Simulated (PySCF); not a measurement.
**HBS (SMILES B=S): B3LYP/STO-6G**

What is the energy change on altering one bond length of HBS at B3LYP/STO-6G? The job is set up through a Python script.

The results are computed with PySCF 2.14.0.

9 further runs of the same task are left out: 9 set aside as unsound or not needed.

## (1) The system as given

HBS: 3 atoms, total charge 0, spin state singlet. SMILES: `B=S`. The coordinates come from a PBE0-D4/def2-TZVP relaxation.

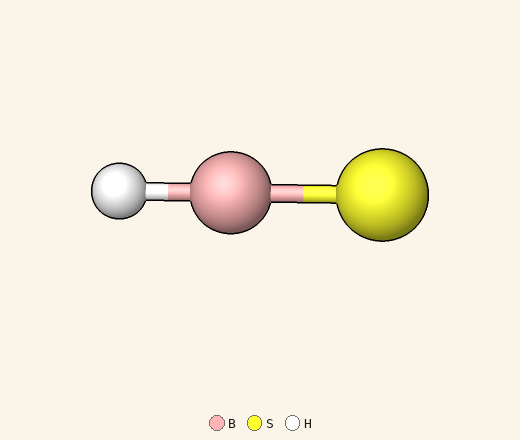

The structure, seen from a chosen angle (boron pink, sulfur yellow, hydrogen white).

## (2) The energy at B3LYP/STO-6G

Contents of job.py:

```python
from pyscf import gto, dft

system = gto.M(
    atom='''
B     -0.038660    -0.014560     0.134750
S      0.399170     0.147640    -1.393290
H     -0.360510    -0.133080     1.258530
''',
    verbose=3,
    spin=0,
    max_memory=1860,
    basis='sto-6g',
)

mf = dft.RKS(system, xc='b3lyp')
mf.grids.level = 5
mf.conv_tol = 1e-10
mf.kernel()
if not mf.converged:
    mf = mf.newton().run(mf.mo_coeff, mf.mo_occ)

e_tot = mf.e_tot
print(f'total energy: {e_tot:.8f} hartree')
```

The run is started by

```sh
OMP_NUM_THREADS=1 python job.py
```

The program printed:

```text
converged SCF energy = -422.197368838942
total energy: -422.19736884 hartree
```

It took 2 s on 1 thread of Arm Neoverse V1, shared host; peak memory 0.17 GiB.

## (3) The distorted shape, same level

Contents of input.py:

```python
from pyscf import gto, dft

mol = gto.Mole()
mol.atom = 'B 0.540678 0.198779 -1.888083; S 0.978508 0.360979 -3.416123; H -0.360510 -0.133080 1.258530'
mol.max_memory = 1860
mol.basis = 'sto-6g'
mol.spin = 0
mol.verbose = 4
mol.build()

mf = dft.RKS(mol)
mf.xc = 'b3lyp'
mf.conv_tol = 1e-10
mf.grids.level = 5
mf.kernel()
if not mf.converged:
    mf = mf.newton().run(mf.mo_coeff, mf.mo_occ)

e_tot = mf.e_tot
print('Final energy', e_tot)
```

The run is started by

```sh
OMP_NUM_THREADS=1 python input.py
```

The program printed:

```text
PySCF version 2.14.0

[INPUT] num. atoms = 3
[INPUT] num. electrons = 22
[INPUT] charge = 0
[INPUT] spin (= nelec alpha-beta = 2S) = 0
[INPUT] symmetry False subgroup None
[INPUT] Mole.unit = angstrom
[INPUT] Symbol           X                Y                Z      unit          X                Y                Z       unit  Magmom
[INPUT]  1 B      0.540678000000   0.198779000000  -1.888083000000 AA    1.021733341578   0.375637869315  -3.567959770447 Bohr   0.0
[INPUT]  2 S      0.978508000000   0.360979000000  -3.416123000000 AA    1.849112130696   0.682151446719  -6.455536877828 Bohr   0.0
[INPUT]  3 H     -0.360510000000  -0.133080000000   1.258530000000 AA   -0.681265165167  -0.251484752657   2.378277019549 Bohr   0.0

nuclear repulsion = 29.0321002384241
number of shells = 9
number of NR pGTOs = 90
number of NR cGTOs = 15
basis = sto-6g
ecp = {}

******** <class 'pyscf.dft.rks.RKS'> ********
method = RKS
initial guess = minao
damping factor = 0
level_shift factor = 0
DIIS = <class 'pyscf.scf.diis.CDIIS'>
diis_start_cycle = 1
diis_space = 8
diis_damp = 0
SCF conv_tol = 1e-10
SCF conv_tol_grad = None
SCF max_cycles = 50
direct_scf = True
direct_scf_tol = 1e-13
XC library pyscf.dft.libxc version 7.0.0
    S. Lehtola, C. Steigemann, M. J.T. Oliveira, and M. A.L. Marques.,  SoftwareX 7, 1–5 (2018)
XC functionals = b3lyp
    P. J. Stephens, F. J. Devlin, C. F. Chabalowski, and M. J. Frisch.,  J. Phys. Chem. 98, 11623 (1994)
radial grids:
    Treutler-Ahlrichs [JCP 102, 346 (1995); DOI:10.1063/1.469408] (M4) radial grids

becke partition: Becke, JCP 88, 2547 (1988); DOI:10.1063/1.454033
pruning grids: <function nwchem_prune>
grids dens level: 5
symmetrized grids: False
atomic radii adjust function: <function treutler_atomic_radii_adjust>
small_rho_cutoff = 0
Set gradient conv threshold to 1e-05
Initial guess from minao.
tot grids = 109752
init E= -421.886569839038
  HOMO = -0.176087157695578  LUMO = -0.146365214620623  gap/eV = 0.80878
cycle= 1 E= -421.828281117549  delta_E= 0.0583  |g|= 0.354  |ddm|= 2.32
  HOMO = -0.153716863488284  LUMO = -0.124034493494414  gap/eV = 0.80770
cycle= 2 E= -420.900530033253  delta_E= 0.928  |g|= 1.62  |ddm|= 2.67
  HOMO = -0.146317435069887  LUMO = -0.0850333391204571  gap/eV = 1.66763
cycle= 3 E= -421.843129518902  delta_E= -0.943  |g|= 0.319  |ddm|= 2.24
  HOMO = -0.16777899643225  LUMO = -0.0804753855952838  gap/eV = 2.37565
cycle= 4 E= -421.712319341057  delta_E= 0.131  |g|= 0.378  |ddm|= 1.52
  HOMO = -0.137360703121847  LUMO = -0.0670609446532449  gap/eV = 1.91295
cycle= 5 E= -421.762637563097  delta_E= -0.0503  |g|= 0.394  |ddm|= 1.91
  HOMO = -0.138512896159341  LUMO = -0.0672453953759662  gap/eV = 1.93929
cycle= 6 E= -421.760002230839  delta_E= 0.00264  |g|= 0.398  |ddm|= 0.0103
  HOMO = -0.138636475913192  LUMO = -0.074985498036516  gap/eV = 1.73203
cycle= 7 E= -421.837502446269  delta_E= -0.0775  |g|= 0.286  |ddm|= 0.369
  HOMO = -0.143460066320711  LUMO = -0.0656124980794033  gap/eV = 2.11834
cycle= 8 E= -421.737389681796  delta_E=  0.1  |g|= 0.417  |ddm|= 0.457
  HOMO = -0.141675963260791  LUMO = -0.0762411521251524  gap/eV = 1.78057
cycle= 9 E= -421.846940126913  delta_E= -0.11  |g|= 0.261  |ddm|= 0.511
  HOMO = -0.153006485749294  LUMO = -0.0385678763525569  gap/eV = 3.11403
cycle= 10 E= -421.603717115909  delta_E= 0.243  |g|= 0.417  |ddm|= 1.03
  HOMO = -0.13819090304409  LUMO = -0.0731205148168412  gap/eV = 1.77066
cycle= 11 E= -421.841551924194  delta_E= -0.238  |g|= 0.266  |ddm|= 0.989
  HOMO = -0.138369571695668  LUMO = -0.0766432545817585  gap/eV = 1.67966
cycle= 12 E= -421.882420606828  delta_E= -0.0409  |g|= 0.106  |ddm|= 0.339
  HOMO = -0.144746082755783  LUMO = -0.0809542812975372  gap/eV = 1.73586
cycle= 13 E= -421.884425925701  delta_E= -0.00201  |g|= 0.0902  |ddm|= 0.378
  HOMO = -0.143088976425021  LUMO = -0.0801182348881386  gap/eV = 1.71352
cycle= 14 E= -421.889279188015  delta_E= -0.00485  |g|= 0.0131  |ddm|= 0.148
  HOMO = -0.143324626387377  LUMO = -0.0802410797803654  gap/eV = 1.71659
cycle= 15 E= -421.889376780868  delta_E= -9.76e-05  |g|= 0.00268  |ddm|= 0.0194
  HOMO = -0.143270660474926  LUMO = -0.0802021003248059  gap/eV = 1.71618
cycle= 16 E= -421.889381043695  delta_E= -4.26e-06  |g|= 0.000237  |ddm|= 0.00461
  HOMO = -0.143258944206061  LUMO = -0.0801942371239805  gap/eV = 1.71608
cycle= 17 E= -421.889381077542  delta_E= -3.38e-08  |g|= 2.32e-05  |ddm|= 0.000498
  HOMO = -0.143259417922748  LUMO = -0.0801945794150746  gap/eV = 1.71608
cycle= 18 E= -421.889381077861  delta_E= -3.19e-10  |g|= 1.73e-06  |ddm|= 4.04e-05
  HOMO = -0.143259449315729  LUMO = -0.0801946022092012  gap/eV = 1.71608
cycle= 19 E= -421.889381077862  delta_E= -5.68e-13  |g|= 3.81e-07  |ddm|= 2.55e-06
  HOMO = -0.14325949707787  LUMO = -0.0801946367218332  gap/eV = 1.71608
Extra cycle  E= -421.889381077852  delta_E= 1.01e-11  |g|= 4.35e-06  |ddm|= 8.62e-06
converged SCF energy = -421.889381077852
Final energy -421.88938107785185
```

Run time: 3.3 s. Hardware: 1 thread of Arm Neoverse V1, shared host; peak memory 0.17 GiB.

## (4) Results

Level: B3LYP/STO-6G.

```
                                                         quantity          value
                                        first shape: total energy  -422.19737 Eh
                                       first shape: dipole moment         0.23 D
                                         first shape: HOMO energy       -5.40 eV
                                         first shape: LUMO energy        2.79 eV
                                       first shape: HOMO–LUMO gap        8.19 eV
                                    distorted shape: total energy  -421.88938 Eh
                                   distorted shape: dipole moment         0.22 D
                                     distorted shape: HOMO energy       -3.90 eV
                                     distorted shape: LUMO energy       -2.18 eV
                                   distorted shape: HOMO–LUMO gap        1.72 eV
energy change with the B1–H3 bond stretched from 1.175 to 3.290 Å       8.381 eV
```

One bond (distorted shape) is far stretched, which a spin-restricted single reference describes badly; a broken-symmetry solution may lie lower. With the B1–H3 bond stretched from 1.175 to 3.290 Å the energy rises by 8.38 eV (193 kcal/mol). The first shape isn't relaxed at this level, so the change isn't measured from a minimum. A restricted reference can't describe the breaking bond well at this length. The minimal basis adds a large error of its own. Mulliken charges (distorted shape) run from -0.04 on H3 to +0.07 on S2; they depend strongly on the basis.
